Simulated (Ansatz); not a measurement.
## La2Mg3Ni, from a guessed structure to a relaxed one

Starting from a made-up structure for La2Mg3Ni, the aim is the relaxed cell, its shortest contacts and, where a second run follows, its electronic structure.

Main program and level: Ansatz 0.2.0; DFT, PBE, plane-wave PAW, files of the set soft_1, scalar-relativistic, ferromagnetic start, cell and ions relaxed at zero pressure; PAW set soft_1, in the first sound run; inputs show where later runs differ.

## Step 1: The starting structure

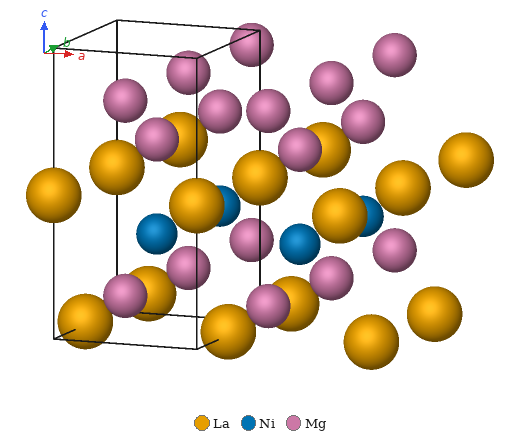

The starting structure, seen slightly off an axis (lanthanum orange, nickel blue, magnesium pink). 2×2×1 cells are drawn. Some periodic images of atoms are drawn too.

## Step 2: Relaxing cell and atoms

The guessed cell has no reason to be at equilibrium. It is relaxed with the atoms, within the space group of the guess.

File input.yaml:

```yaml
crystal:
  lattice:
    - [4.202, 0.0, 0.0]
    - [0.0, 4.603, 0.0]
    - [0.0, 0.0, 8.057]
  atoms:
    - { symbol: La, position: [0.0, 0.0, 0.4938] }
    - { symbol: La, position: [0.0, 0.5, 0.0123] }
    - { symbol: Ni, position: [0.5, 0.5, 0.3307], spin: 1.0 }
    - { symbol: Mg, position: [0.5, 0.5, 0.6555] }
    - { symbol: Mg, position: [0.5, 0.0, 0.166] }
    - { symbol: Mg, position: [0.5, 0.0, 0.8368] }
magnetization:
  spin_polarized: true
kpoints:
  mp_grid: { grid: [6, 6, 4] }
scf:
  occupations: { method: fermi_dirac, width: 0.05 }
hamiltonian:
  xc: pbe
  pseudopotentials: { kind: paw, azcp: { folder: soft_1 } }
relax:
  f_tol: 0.015
  max_steps: 70
  cell: {}
output:
  forces: true
  stress: true
```

The run is started by

```sh
$ ansatz run input.yaml --threads 4 --pin off --max-ram 10240MiB --backend cpu --events-out ev --progress --plain --runs-dir out
```

Numbers of over 12 decimals in the logs are rounded to 6 here.

What it wrote:

```text
Engine: ansatz 0.2.0, aarch64-unknown-linux-gnu
Pseudopotentials: kind: paw
Pseudopotential: La, paw, valence charge 11, recommended cutoff 420 eV (normal), soft_1/La.paw.azcp
Pseudopotential: Ni, paw, valence charge 18, recommended cutoff 420 eV (normal), soft_1/Ni.paw.azcp
Pseudopotential: Mg, paw, valence charge 10, recommended cutoff 420 eV (normal), soft_1/Mg.paw.azcp
Functional definition: PBE
  parameter kappa = 0.804
  parameter beta = 0.066725
  exchange = pbe_x(kappa = kappa, mu = beta*pi^2/3)
  correlation = pbe_c(beta = beta)
Crystal: 6 atoms, lattice volume = 155.837 Å³
Basis set: ecut = 420 eV, 3031 PW (Γ), exchange–correlation on 60×64×108 points (8 copies of the dense FFT grid, shifted against one another)
Bands: 43, of which v1, the nominal top of the filled ones, is band 35 counted from 1 (34 counted from 0)
Symmetry: 4 space group operations
Space group: Pmm2 (ITA 25), of the structure as read, at distance tolerance 5.4e-5 Å
Magnetic group: BNS 25.57 (UNI 155), of the structure as read, at distance tolerance 5.4e-5 Å
k-points: 48 of 144 (time reversal used)
Non-local potential: La, projectors of the file, l = 0: 3, l = 1: 2, l = 2: 2, l = 3: 3
Non-local potential: Ni, projectors of the file, l = 0: 3, l = 1: 2, l = 2: 3, l = 3: 1
Non-local potential: Mg, projectors of the file, l = 0: 3, l = 1: 2, l = 2: 1
PAW form: soft (Blöchl's): semilocal exchange-correlation on the pseudo side does not see the compensation charge
PAW one-centre angular grid: La, 590 points (default); XC on 64 Gauss nodes
PAW one-centre angular grid: Ni, 590 points (default); XC on 64 Gauss nodes
PAW one-centre angular grid: Mg, 110 points (default); XC on 64 Gauss nodes
Initial density: superposition of atomic densities (chi_scale 0.1, normalization cell, long waves kept (reshape's long-wave potential 0.13 eV rms))
Starting moments: Σ|m| = 1 μB on 1 of 6 sites
Initial wavefunctions: pseudopotential atomic-orbital guess
Functional: x = pbe(κ = 0.804, μ = 0.219515), c = pbe(β = 0.066725)
SCF iter   1: F=—  HF=-24113.492676 eV  |F-HF|=—  |Δ(HF+E_count)|=         —  Δρ=5.48e-2 (↑5.26e-2 ↓5.48e-2)  dr2=2.52e1  dr2_m=1.38e-2  M=0.722 μB ∫|m|=1.344 μB  β_m=0.30  ethr=3.10e-3  ⟨swp⟩=10.2  Hψ=19612  notcnv=0
Mixer restart at iter 1: flushing history
preconditioner: auto → Kerker (q_TF=auto, 2.388 Å⁻¹)  [metal: Δε(μ)=0.010 eV  Ē_g=7.958 eV  σ=0.050 eV  W_gap=0.05  n_scr=38 (ndim 8)  ℏωp=17.3 eV  f_vac=0.000  D(μ)=7.23/eV (n_scr^D=60)]
spin=Collinear: Kerker preconditioning applied to the charge; magnetization (m = ρ↑ − ρ↓) channel mixes plain (no charge-response kernel on spin).
SCF iter   2: F=—  HF=-24110.263989 eV  |F-HF|=—  |Δ(HF+E_count)|=    3.23e0  Δρ=2.44e-2 (↑2.06e-2 ↓2.44e-2)  dr2=4.63e0  dr2_m=1.64e-2  M=0.710 μB ∫|m|=1.113 μB  β_m=0.27  ethr=3.10e-3  ⟨swp⟩=4.8  Hψ=11361  notcnv=0  defer=2
SCF iter   3: F=—  HF=-24110.594335 eV  |F-HF|=—  |Δ(HF+E_count)|=   3.30e-1  Δρ=1.05e-2 (↑8.73e-3 ↓1.05e-2)  dr2=2.74e0  dr2_m=2.29e-2  M=0.675 μB ∫|m|=1.110 μB  β_m=0.51  ethr=3.10e-3  ⟨swp⟩=3.8  Hψ=7052  notcnv=0  defer=9
SCF iter   4: F=—  HF=-24110.986450 eV  |F-HF|=—  |Δ(HF+E_count)|=   3.92e-1  Δρ=2.37e-2 (↑4.33e-3 ↓2.37e-2)  dr2=9.48e-1  dr2_m=1.47e-1  M=0.456 μB ∫|m|=0.866 μB  β_m=0.47  ethr=3.10e-3  ⟨swp⟩=6.6  Hψ=11426  notcnv=0  defer=25
SCF iter   5: F=—  HF=-24111.416267 eV  |F-HF|=—  |Δ(HF+E_count)|=   4.30e-1  Δρ=7.92e-3 (↑7.92e-3 ↓6.20e-3)  dr2=7.89e-2  dr2_m=6.47e-2  M=0.352 μB ∫|m|=0.696 μB  β_m=0.54  ethr=1.35e-3  ⟨swp⟩=5.0  Hψ=7189  notcnv=0  defer=12
SCF iter   6: F=—  HF=-24111.489149 eV  |F-HF|=—  |Δ(HF+E_count)|=         —  Δρ=8.23e-3 (↑8.23e-3 ↓1.04e-3)  dr2=7.88e-2  dr2_m=2.58e-2  M=0.209 μB ∫|m|=0.378 μB  β_m=0.74  ethr=1.13e-4  ⟨swp⟩=6.3  Hψ=8706  notcnv=0  defer=26
Mixer restart at iter 6: flushing history
SCF iter   7: F=—  HF=-24111.518447 eV  |F-HF|=—  |Δ(HF+E_count)|=   2.93e-2  Δρ=1.14e-2 (↑6.04e-3 ↓1.14e-2)  dr2=3.00e-1  dr2_m=1.07e-2  M=0.214 μB ∫|m|=0.321 μB  β_m=0.39  ethr=1.13e-4  ⟨swp⟩=5.1  Hψ=10619  notcnv=0  defer=5  recentre
SCF iter   8: F=—  HF=-24111.491258 eV  |F-HF|=—  |Δ(HF+E_count)|=   2.72e-2  Δρ=6.48e-3 (↑6.48e-3 ↓8.07e-4)  dr2=5.57e-2  dr2_m=1.30e-2  M=0.213 μB ∫|m|=0.339 μB  β_m=0.25  ethr=1.13e-4  ⟨swp⟩=4.4  Hψ=10465  notcnv=0  defer=2
SCF iter   9: F=—  HF=-24111.492334 eV  |F-HF|=—  |Δ(HF+E_count)|=   1.08e-3  Δρ=1.93e-3 (↑1.93e-3 ↓1.91e-3)  dr2=1.32e-3  dr2_m=5.22e-3  M=0.218 μB ∫|m|=0.299 μB  β_m=0.66  ethr=7.95e-5  ⟨swp⟩=2.7  Hψ=6016  notcnv=0  defer=1
SCF iter  10: F=—  HF=-24111.492948 eV  |F-HF|=—  |Δ(HF+E_count)|=   6.14e-4  Δρ=2.81e-4 (↑8.88e-5 ↓2.81e-4)  dr2=1.96e-4  dr2_m=2.31e-5  M=0.225 μB ∫|m|=0.240 μB  β_m=0.70  ethr=1.89e-6  ⟨swp⟩=2.7  Hψ=7280  notcnv=0
SCF iter  11: F=—  HF=-24111.492972 eV  |F-HF|=—  |Δ(HF+E_count)|=   2.41e-5  Δρ=1.87e-4 (↑1.87e-4 ↓7.01e-5)  dr2=6.87e-5  dr2_m=7.41e-6  M=0.222 μB ∫|m|=0.231 μB  β_m=0.85  ethr=2.80e-7  ⟨swp⟩=2.1  Hψ=5218  notcnv=0
SCF iter  12: F=—  HF=-24111.493006 eV  |F-HF|=—  |Δ(HF+E_count)|=   3.37e-5  Δρ=1.10e-4 (↑1.10e-4 ↓4.25e-5)  dr2=2.17e-5  dr2_m=3.10e-6  M=0.216 μB ∫|m|=0.222 μB  β_m=0.84  ethr=9.81e-8  ⟨swp⟩=2.0  Hψ=5215  notcnv=0
SCF iter  13: F=—  HF=-24111.493018 eV  |F-HF|=—  |Δ(HF+E_count)|=   1.25e-5  Δρ=4.13e-5 (↑2.72e-5 ↓4.13e-5)  dr2=2.10e-6  dr2_m=1.20e-6  M=0.208 μB ∫|m|=0.212 μB  β_m=0.92  ethr=3.10e-8  ⟨swp⟩=2.2  Hψ=6329  notcnv=0
SCF iter  14: F=—  HF=-24111.493029 eV  |F-HF|=—  |Δ(HF+E_count)|=   1.09e-5  Δρ=3.19e-5 (↑2.38e-5 ↓3.19e-5)  dr2=7.02e-7  dr2_m=9.30e-7  M=0.199 μB ∫|m|=0.203 μB  β_m=0.96  ethr=3.00e-9  ⟨swp⟩=3.0  Hψ=6391  notcnv=0
SCF iter  15: F=—  HF=-24111.493046 eV  |F-HF|=—  |Δ(HF+E_count)|=   1.72e-5  Δρ=3.65e-5 (↑3.65e-5 ↓2.97e-5)  dr2=3.28e-6  dr2_m=6.37e-7  M=0.181 μB ∫|m|=0.184 μB  β_m=0.98  ethr=1.00e-9  ⟨swp⟩=3.4  Hψ=8937  notcnv=0
SCF iter  16: F=—  HF=-24111.493068 eV  |F-HF|=—  |Δ(HF+E_count)|=   2.14e-5  Δρ=2.69e-5 (↑2.69e-5 ↓2.04e-5)  dr2=9.97e-7  dr2_m=4.33e-7  M=0.153 μB ∫|m|=0.155 μB  β_m=0.73  ethr=1.00e-9  ⟨swp⟩=3.9  Hψ=9394  notcnv=0
SCF iter  17: F=—  HF=-24111.493086 eV  |F-HF|=—  |Δ(HF+E_count)|=   1.80e-5  Δρ=1.45e-5 (↑1.43e-5 ↓1.45e-5)  dr2=4.74e-8  dr2_m=2.89e-7  M=0.120 μB ∫|m|=0.121 μB  β_m=0.49  ethr=1.00e-9  ⟨swp⟩=3.9  Hψ=9643  notcnv=0
SCF iter  18: F=—  HF=-24111.493097 eV  |F-HF|=—  |Δ(HF+E_count)|=   1.10e-5  Δρ=1.14e-5 (↑1.14e-5 ↓1.13e-5)  dr2=3.02e-8  dr2_m=1.80e-7  M=0.094 μB ∫|m|=0.095 μB  β_m=0.52  ethr=6.77e-11  ⟨swp⟩=4.6  Hψ=10964  notcnv=0
[...]
relax step   6: F+E_penalty+E_count = -24112.16346265 eV  Δ(F+E_penalty+E_count) = -2.051e-2 eV  max|allowed force component| = 2.021e-2 eV/Å  Δτ_max = 0.0632 Å  P = -0.074 GPa  Ω = 159.773 Å³  energy of the carried Pulay correction = -2.451e-4 eV  (11 SCF iters, dr2 threshold 6.00e-7 eV, accepted)
relax step   7: F+E_penalty+E_count = -24112.16380788 eV  Δ(F+E_penalty+E_count) = -3.452e-4 eV  max|allowed force component| = 1.474e-2 eV/Å  Δτ_max = 0.0108 Å  P = +0.048 GPa  Ω = 159.261 Å³  energy of the carried Pulay correction = -2.135e-4 eV  (8 SCF iters, dr2 threshold 6.80e-8 eV, accepted)
relax step   8: F+E_penalty+E_count = -24112.16388816 eV  Δ(F+E_penalty+E_count) = -8.028e-5 eV  max|allowed force component| = 6.721e-3 eV/Å  Δτ_max = 0.0051 Å  P = -0.005 GPa  Ω = 159.409 Å³  energy of the carried Pulay correction = -2.227e-4 eV  (8 SCF iters, dr2 threshold 1.83e-8 eV, accepted)
relax step   9: F+E_penalty+E_count = -24112.16689510 eV  Δ(F+E_penalty+E_count) = -3.007e-3 eV  max|allowed force component| = 6.841e-3 eV/Å  Δτ_max = 0.0000 Å  P = +0.050 GPa  Ω = 159.409 Å³  stress off target by 1.02e-1 GPa  SCF on the basis re-selected at this cell (its energy is not comparable with the rows above)  (13 SCF iters)
relax step  10: F+E_penalty+E_count = -24112.16700598 eV  Δ(F+E_penalty+E_count) = -1.109e-4 eV  max|allowed force component| = 1.332e-3 eV/Å  Δτ_max = 0.0025 Å  P = +0.000 GPa  Ω = 159.566 Å³  energy of the carried Pulay correction = -1.151e-5 eV  (7 SCF iters, dr2 threshold 2.58e-8 eV, accepted)
iter 1 solved again at ethr=3.69e-6 eV; its pass at ethr=3.10e-3 eV (dr2=2.58e-3 eV) is discarded
SCF iter   1: F=—  HF=-24112.166940 eV  |F-HF|=—  |Δ(HF+E_count)|=         —  Δρ=4.68e-5 (↑4.68e-5 ↓4.68e-5)  dr2=3.01e-7  dr2_m=1.79e-11  M=0.000 μB ∫|m|=0.000 μB  β_m=0.65  ethr=3.69e-6  ⟨swp⟩=3.3  Hψ=30494  notcnv=0
eigensolver tolerance schedule: the retry pair's looser diagonalisation over-reported the residual by 8580.35 of it (diagonalisation noise at an unbounded share of the residual, at the tolerance the schedule requests for it); recorded, not acted on — ethr = c·dr2/N_el stays at c = 1.0e-1
preconditioner: auto → Kerker (q_TF=auto, 2.009 Å⁻¹)  [metal: Δε(μ)=0.034 eV  Ē_g=8.113 eV  σ=0.050 eV  W_gap=0.17  n_scr=20 (ndim 8)  ℏωp=17.1 eV  f_vac=0.000  D(μ)=5.49/eV (n_scr^D=38)]
spin=Collinear: Kerker preconditioning applied to the charge; magnetization (m = ρ↑ − ρ↓) channel mixes plain (no charge-response kernel on spin).
SCF iter   2: F=—  HF=-24112.167008 eV  |F-HF|=—  |Δ(HF+E_count)|=   6.77e-5  Δρ=1.67e-5 (↑1.67e-5 ↓1.67e-5)  dr2=4.29e-8  dr2_m=7.84e-12  M=0.000 μB ∫|m|=0.000 μB  β_m=0.63  ethr=4.30e-10  ⟨swp⟩=3.2  Hψ=9598  notcnv=0
SCF iter   3: F=—  HF=-24112.167017 eV  |F-HF|=—  |Δ(HF+E_count)|=   9.62e-6  Δρ=3.24e-6 (↑3.24e-6 ↓3.17e-6)  dr2=2.37e-8  dr2_m=3.16e-12  M=0.000 μB ∫|m|=0.000 μB  β_m=0.51  ethr=6.13e-11  ⟨swp⟩=2.3  Hψ=7575  notcnv=0
SCF iter   4: F=—  HF=-24112.167017 eV  |F-HF|=—  |Δ(HF+E_count)|=   1.16e-7  Δρ=7.19e-7 (↑6.70e-7 ↓7.19e-7)  dr2=1.02e-9  dr2_m=2.20e-12  M=0.000 μB ∫|m|=0.000 μB  β_m=0.50  ethr=3.38e-11  ⟨swp⟩=2.3  Hψ=7529  notcnv=0
SCF iter   5: F=—  HF=-24112.167017 eV  |F-HF|=—  |Δ(HF+E_count)|=   9.45e-8  Δρ=1.83e-7 (↑1.51e-7 ↓1.83e-7)  dr2=9.75e-11  dr2_m=1.51e-12  M=0.000 μB ∫|m|=0.000 μB  β_m=0.75  ethr=1.45e-12  ⟨swp⟩=2.0  Hψ=7528  notcnv=0
SCF iter   6: F=—  HF=-24112.167017 eV  |F-HF|=—  |Δ(HF+E_count)|=  2.07e-10  Δρ=6.10e-8 (↑3.65e-8 ↓6.10e-8)  dr2=1.51e-11  dr2_m=4.09e-13  M=0.000 μB ∫|m|=0.000 μB  β_m=0.81  ethr=1.00e-12  ⟨swp⟩=1.0  Hψ=4131  notcnv=0
SCF iter   7: F=-24112.167017 eV  HF=-24112.167017 eV  |F-HF|=2.55e-11  |Δ(HF+E_count)|=  1.09e-11  Δρ=6.67e-8 (↑5.13e-8 ↓6.67e-8)  dr2=2.61e-11  dr2_m=1.05e-13  M=0.000 μB ∫|m|=0.000 μB  ethr=1.00e-12  ⟨swp⟩=3.0  Hψ=12763  notcnv=0
the starting moments were not kept: the SCF closed with an absolute magnetisation of 1.7e-6 μB, where they sum to 1 μB in size (1 site). That is at most 0.1 of that sum. Measured as dr2_m measures the in/out step, that magnetisation stands 5.1e-13 eV from none, at or under the dr2_threshold of 6.0e-11 eV: it is no larger than a step whose dr2_m would equal this threshold.
SCF 11 converged in 7 iterations: F = -24112.167017 eV  dr2 = 2.61e-11
relax step  11: F+E_penalty+E_count = -24112.16701739 eV  Δ(F+E_penalty+E_count) = -1.141e-5 eV  max|allowed force component| = 1.311e-3 eV/Å  Δτ_max = 0.0000 Å  P = -0.000 GPa  Ω = 159.566 Å³  stress off target by 1.23e-2 GPa  SCF on the basis re-selected at this cell (its energy is not comparable with the rows above)  (7 SCF iters)
basis re-selected at this cell: Δ(F+E_penalty+E_count) = -1.141e-5 eV, ΔP = -0.000 GPa vs the last step (what re-selecting the basis moved, of the pressure what is left beyond the Pulay correction that the steps carried, after the strain that the cell walked since its last selection, with what the two solves' SCF thresholds leave and, on support functions, any second-order correction that the steps lacked; it is no m [...]
SCF converged after 7 iterations
Magnetization: 0.0000 μB (35.0000 up, 35.0000 down)
Absolute magnetization: 0.0000 μB (∫|ρ↑−ρ↓|, with the PAW one-centre terms)
Spin contamination: 0.0000 ħ² per cell (⟨S²⟩ above its minimum at these occupations)
Per-site moments (μB) at R_I (Å): [(8.52862095026481e-8, 1.311310), (9.805800577924787e-8, 1.190186), (-3.04578536048858e-7, 1.153658), (2.302233881341196e-8, 1.176365), (1.0149614547603986e-8, 1.153658), (5.282352692840927e-8, 1.217746)]
Free energy (F): -24112.167017 eV
Harris-Foulkes:  -24112.167017 eV  (|F-HF|=2.55e-11)
Internal energy: -24112.121243 eV  (E = F + TS)
E sigma→0 (E₀):  -24112.144130 eV
Entropy (-TS):   -0.045774 eV (-7.629 meV/atom)
Fermi energy:    8.482398 eV
--- Per-component energies (eV) ---
  E_band       = -1571.875840
  E_kinetic    = 918.103607
  E_local      = -10949.735763  (includes V_loc(G=0)·N_el)
  E_nonlocal   = 646.362149
  E_hartree    = 4614.780656
  E_xc         = -474.303130
  E_vxc        = -533.157870  (∫ρ·V_xc dr)
  E_paw        = -13396.734313  (= ΣΔE_a)
  E_vpaw       = -883.010238  (= ΣTr[D̂ρ^β])
  E_aug_tail   = 0.000457  (compensation charges beyond the density's cutoff)
  E_ewald      = -5470.594907
  E_smearing   = -0.045774  (= −TS)
  E_closure    = 0.000000  (closes the sum)
  Σ components = -24112.167017   (vs F -24112.167017, Δ=0.00e0)
--- Forces (eV/Å), atoms counted from 1 ---
  atom   1  La     0.00000000    -0.00000000    -0.00036493
  atom   2  La    -0.00000000     0.00000000     0.00131096
  atom   3  Ni     0.00000000    -0.00000000    -0.00023976
  atom   4  Mg    -0.00000000     0.00000000    -0.00118731
  atom   5  Mg    -0.00000000     0.00000000     0.00082596
  atom   6  Mg     0.00000000    -0.00000000    -0.00034624
  max |Σ_I F_I| component: 1.32e-6 eV/Å
--- Stress (GPa, compression-positive) ---
       -0.012279       0.000000       0.000000
        0.000000       0.004026       0.000000
        0.000000       0.000000       0.008072
  P = ⅓ Tr σ = -0.0001 GPa (-0.001 kbar)
--- Relaxed structure (9 steps of the walk, 9 accepted, 2 SCFs on fresh bases) ---
  F+E_penalty+E_count = -24112.16701739 eV   max|allowed force component| = 1.311e-3 eV/Å   (the final SCF, on the basis selected at the relaxed cell)
  cell:  # Å, volume = 159.5662 Å³
    - [3.691849, 0.0, 0.0]
    - [0.0, 5.024122, 0.0]
    - [0.0, 0.0, 8.602744]
  atoms:
    - { symbol: La, position: [0.0, 0.0, 0.473340] }
    - { symbol: La, position: [0.0, 0.5, 0.057628] }
    - { symbol: Ni, position: [0.500000, 0.5, 0.315400] }
    - { symbol: Mg, position: [0.500000, 0.5, 0.646898] }
    - { symbol: Mg, position: [0.500000, 0.0, 0.172496] }
    - { symbol: Mg, position: [0.500000, 0.0, 0.829337] }
```

Elapsed: 3.7 min, on 4 threads of Arm Neoverse V2, shared host; peak memory 0.78 GiB; 14 min of CPU time.

The steps of the relaxation:

```
step  energy less that of the first step (eV)  largest force component (eV/Å)  pressure (GPa)  volume (Å³)
   1                                   0.0000                          0.9792            2.09       155.84
   2                                  -0.3832                          0.4466            0.50       160.67
   3                                  -0.5820                          0.3001            0.41       160.41
   4                                  -0.6428                          0.1995           -1.13       164.29
   5                                  -0.6498                          0.2959            0.55       158.63
   6                                  -0.6704                          0.0202           -0.07       159.77
   7                                  -0.6707                          0.0147            0.05       159.26
   8                                  -0.6708                          0.0067           -0.01       159.41
  9*                                  -0.6738                          0.0068            0.05       159.41
  10                                  -0.6739                          0.0013            0.00       159.57
 11*                                  -0.6739                          0.0013            0.00       159.57
```

Relaxation steps marked * repeat the geometry before them on a plane-wave basis chosen anew for their cell, so energy and pressure can jump there.

Forces are held to the 4 operations that the run works with; a distortion that breaks them can't arise in this run.

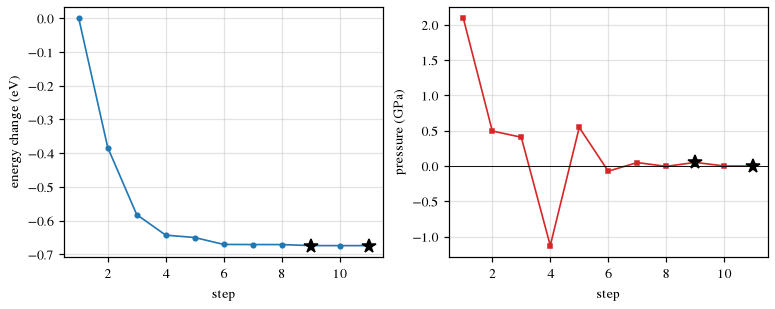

Energy and pressure along the relaxation. Stars mark steps on a basis chosen anew.

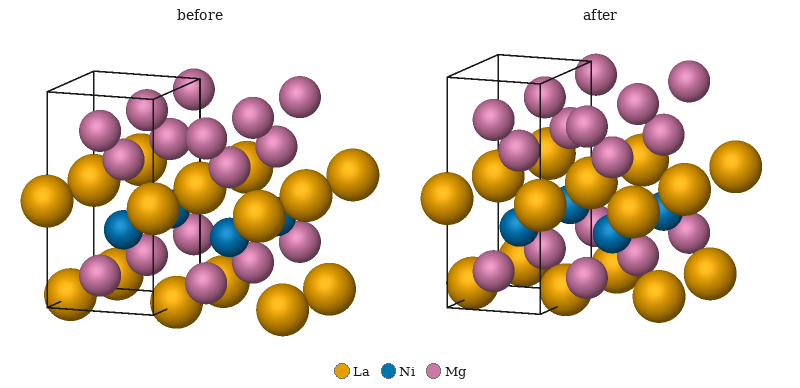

The structure before and after the relaxation, drawn at the same scale.

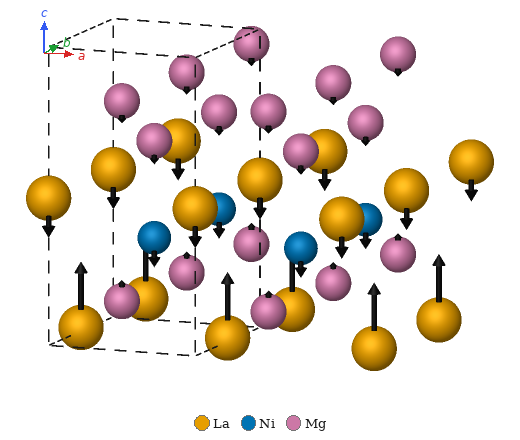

Displacements in the relaxation, exaggerated, measured against the changing cell; the longest in the cell stands for 0.39 Å. 2×2×1 cells are drawn. Some periodic images of atoms are drawn too.

```
     cell as run  before  after   change
           a (Å)   4.202  3.692  -12.1 %
           b (Å)   4.603  5.024   +9.1 %
           c (Å)   8.057  8.603   +6.8 %
volume (Å³/atom)   25.97  26.59   +2.4 %
```

The atoms that moved most (Å, as changes of fractional coordinates times the final cell):

```
atom     dx     dy      dz  length
 La2  0.000  0.000   0.390   0.390
 La1  0.000  0.000  -0.176   0.176
 Ni3  0.000  0.000  -0.132   0.132
 Mg4  0.000  0.000  -0.074   0.074
 Mg6  0.000  0.000  -0.064   0.064
 Mg5  0.000  0.000   0.056   0.056
```

The relaxed structure:

```cif
data_structure
_symmetry_space_group_name_H-M 'P 1'
_symmetry_Int_Tables_number 1
_cell_length_a 3.6918
_cell_length_b 5.0241
_cell_length_c 8.6027
_cell_angle_alpha 90.000
_cell_angle_beta 90.000
_cell_angle_gamma 90.000
_cell_volume 159.57
loop_
_atom_site_label
_atom_site_type_symbol
_atom_site_fract_x
_atom_site_fract_y
_atom_site_fract_z
_atom_site_occupancy
La1 La 0.00000 0.00000 0.47334 1
La2 La 0.00000 0.50000 0.05763 1
Ni3 Ni 0.50000 0.50000 0.31540 1
Mg4 Mg 0.50000 0.50000 0.64690 1
Mg5 Mg 0.50000 0.00000 0.17250 1
Mg6 Mg 0.50000 0.00000 0.82934 1
```

This step gave:

| Property | Result |
| --- | --- |
| free energy | -24112.1670 eV |
| energy at zero smearing | -24112.1441 eV |
| smearing term TS | 0.04577 eV |
| Fermi energy | 8.482 eV |
| electrons | 70 |
| symmetry operations | 4 |
| pressure | -6.05e-5 GPa |

The shortest distance of each pair, which need not be the same contact before and after:

```
 pair  guess (Å)  relaxed (Å)
Mg–Ni      2.617        2.797
La–Ni      3.316        2.885
Mg–Mg      2.652        2.952
La–Mg      3.353        3.179
La–La      4.202        3.692
```

The relaxation ends with a largest force component of 0.0013 eV/Å and a pressure of 0.00 GPa. No moment survives the cycle: this start ends non-magnetic.

[end of part 1 of 2]

[Logs are printed without paths, hosts, clocks, repeated set-up lines and the standing remarks that a program may print on its own settings, such as how far it seeks lower states.]

[Hosts, paths, dates, database ids (printed as entryN), source tags and the programs' standing remarks are cut or masked in the printed files.]
